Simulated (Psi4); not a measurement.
# HF/aug-cc-pVDZ run of BBrF2 (SMILES FB(F)Br)

Aim: the energy change on altering one bond length of BBrF2 at HF/aug-cc-pVDZ, from 2 runs. 

The calculation is run with Psi4 1.11.

2 further runs of the same task are left out: 2 set aside as unsound or not needed. Runs told in other sessions of the task aren't counted.

## Step 1: The system as given

BBrF2 has 4 atoms, charge 0, and is taken as a singlet. As SMILES, `FB(F)Br`. The coordinates come from a PBE0-D4/def2-TZVP relaxation.

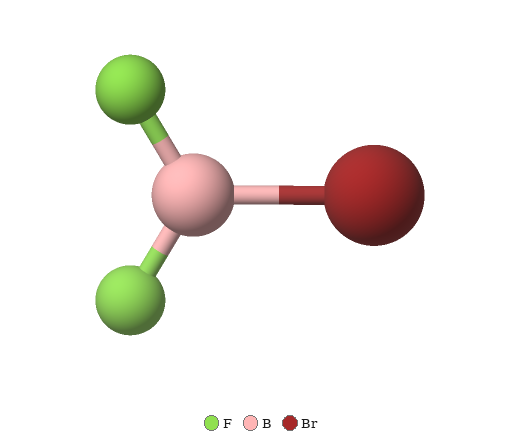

Viewed from a chosen angle; fluorine green, boron pink, bromine red.

## Step 2: A single-point energy at HF/aug-cc-pVDZ

Input file calc.py:

```python
import psi4

psi4.set_memory('2200 MB')
psi4.set_num_threads(1)
psi4.set_output_file('output.dat', False)

molecule = psi4.geometry("""
F     -0.40751944    -2.58229185    -0.20762421
B     -0.24177156    -0.11967636    -0.04302906
F     -2.29114175     1.24652004    -0.27259299
Br     2.94043275     1.45544816     0.52324627
units bohr
symmetry c1
""")

psi4.set_options(dict(basis='aug-cc-pVDZ', puream=True, e_convergence=1e-09, d_convergence=1e-08, scf_type='pk'))

result = psi4.energy("scf", molecule=molecule)
print(f'total energy {result:.8f} hartree = {result * 27.211386:.5f} eV')
```

The run is started by

```console
$ python calc.py
```

output.dat:

```text
[...]
  Running in c1 symmetry.
[...]
  Nuclear repulsion =  222.994940131163503
[...]
  Multiplicity = 1
[...]
  Nalpha       = 29
  Nbeta        = 29
[...]
    Number of basis functions: 105
[...]
   @RHF iter   1: -2795.98175537778661   -2.18557e+00   6.37076e-03 ADIIS/DIIS
[...]
   @RHF iter  11: -2796.13183391073562   -6.82121e-12   3.70341e-09 DIIS
[...]
    Orbital Energies [Eh]
    ---------------------
    Doubly Occupied:
       1A   -490.091520     2A    -65.228511     3A    -58.584969
       4A    -58.584273     5A    -58.584055     6A    -26.356945
       7A    -26.356934     8A     -9.880440     9A     -7.803267
      10A     -7.492066    11A     -7.486534    12A     -7.485431
      13A     -3.228801    14A     -3.226255    15A     -3.225032
      16A     -3.218771    17A     -3.218722    18A     -1.686313
      19A     -1.655066    20A     -1.058674    21A     -0.852515
      22A     -0.800259    23A     -0.753088    24A     -0.747467
      25A     -0.689844    26A     -0.683973    27A     -0.552811
      28A     -0.457374    29A     -0.449024
[...]
  @RHF Final Energy: -2796.13183391073562
   => Energetics <=
    Nuclear Repulsion Energy =            222.9949401311635029
    One-Electron Energy =               -4337.3756820354647061
    Two-Electron Energy =                1318.2489079935660357
    Total Energy =                      -2796.1318339107356223
[...]
 Multipole Moments:
 ------------------------------------------------------------------------------------
     Multipole            Electronic (a.u.)      Nuclear  (a.u.)        Total (a.u.)
 ------------------------------------------------------------------------------------
 L = 1.  Multiply by 2.5417464519 to convert [e a0] to [Debye]
 Dipole X            :          3.4258345           -3.3408945            0.0849400
 Dipole Y            :          1.6956945           -1.6536659            0.0420286
 Dipole Z            :          0.6096137           -0.5945056            0.0151081
 Magnitude           :                                                    0.0959659
[...]
```

Standard output:

```text
total energy -2796.13183391 hartree = -76086.62264 eV
```

Wall time 19 s (1 thread of AMD EPYC 7R43 (Zen 3), shared host); peak memory 0.61 GiB.

## Step 3: The distorted shape at the same level

Input file bbrf2_ase.py:

```python
import numpy as np
from ase.calculators.psi4 import Psi4
from ase import Atoms

mol = Atoms(['F', 'B', 'F', 'Br'], positions=[
    [-1.562769, -2.033286, -0.349591],
    [-1.475059, -0.730126, -0.262491],
    [-2.559539, -0.007166, -0.383971],
    [1.556010, 0.770190, 0.276890],
])
calc = Psi4(atoms=mol, method='scf', basis='aug-cc-pVDZ', memory='2200MB', num_threads=1, charge=0, multiplicity=1, label='psi4-calc', reference='rhf')
calc.psi4.set_options({'puream': True, 'e_convergence': 1e-09, 'd_convergence': 1e-08, 'scf_type': 'pk'})
mol.calc = calc

print(f'energy: {mol.get_potential_energy():.6f} eV')
```

The run is started by

```console
$ python bbrf2_ase.py
```

psi4-calc.dat:

```text
[...]
  Running in c1 symmetry.
[...]
  Nuclear repulsion =  161.028557552821695
[...]
  Multiplicity = 1
[...]
  Nalpha       = 29
  Nbeta        = 29
[...]
    Number of basis functions: 105
[...]
   @RHF iter   1: -2795.64002466187003   -2.45691e+00   7.28398e-03 DIIS/ADIIS
[...]
   @RHF iter  12: -2795.95050686173727   -2.41016e-11   8.96824e-09 DIIS
[...]
    Orbital Energies [Eh]
    ---------------------
    Doubly Occupied:
       1A   -490.046931     2A    -65.181097     3A    -58.538225
       4A    -58.536662     5A    -58.536648     6A    -26.441931
       7A    -26.441915     8A     -9.828523     9A     -7.934842
      10A     -7.440712    11A     -7.432718    12A     -7.432668
      13A     -3.177628    14A     -3.174294    15A     -3.174269
      16A     -3.164454    17A     -3.164453    18A     -1.761361
      19A     -1.730369    20A     -0.939464    21A     -0.927404
      22A     -0.868845    23A     -0.818917    24A     -0.817392
      25A     -0.761950    26A     -0.753467    27A     -0.386403
      28A     -0.386238    29A     -0.373179
[...]
  @RHF Final Energy: -2795.95050686173727
   => Energetics <=
    Nuclear Repulsion Energy =            161.0285575528216953
    One-Electron Energy =               -4213.6122019566373638
    Two-Electron Energy =                1256.6331375420779750
    Total Energy =                      -2795.9505068617372672
[...]
 Multipole Moments:
 ------------------------------------------------------------------------------------
     Multipole            Electronic (a.u.)      Nuclear  (a.u.)        Total (a.u.)
 ------------------------------------------------------------------------------------
 L = 1.  Multiply by 2.5417464519 to convert [e a0] to [Debye]
 Dipole X            :          3.5613462           -5.3290525           -1.7677063
 Dipole Y            :          1.7627713           -2.6377629           -0.8749917
 Dipole Z            :          0.6337299           -0.9483001           -0.3145701
 Magnitude           :                                                    1.9973358
[...]
```

Standard output:

```text
energy: -76081.688547 eV
```

Run time: 14 s. Hardware: 1 thread of AMD EPYC 7R43 (Zen 3), shared host; peak memory 0.65 GiB.

## Step 4: Summary of results

Level: HF/aug-cc-pVDZ.

| quantity | value |
| --- | --- |
| first shape: total energy | -2796.13183 Eh |
| first shape: dipole moment | 0.24 D |
| first shape: HOMO energy | -12.22 eV |
| first shape: LUMO energy | 1.26 eV |
| first shape: HOMO–LUMO gap | 13.48 eV |
| distorted shape: total energy | -2795.95051 Eh |
| distorted shape: dipole moment | 5.08 D |
| distorted shape: HOMO energy | -10.15 eV |
| distorted shape: LUMO energy | -2.55 eV |
| distorted shape: HOMO–LUMO gap | 7.60 eV |
| energy change with the B2–Br4 bond stretched from 1.903 to 3.425 Å | 4.934 eV |

What this shows: With the B2–Br4 bond stretched from 1.903 to 3.425 Å the energy rises by 4.93 eV (476 kJ/mol). The first shape isn't relaxed at this level, so the change isn't measured from a minimum. A restricted reference can't describe the breaking bond well at this length.
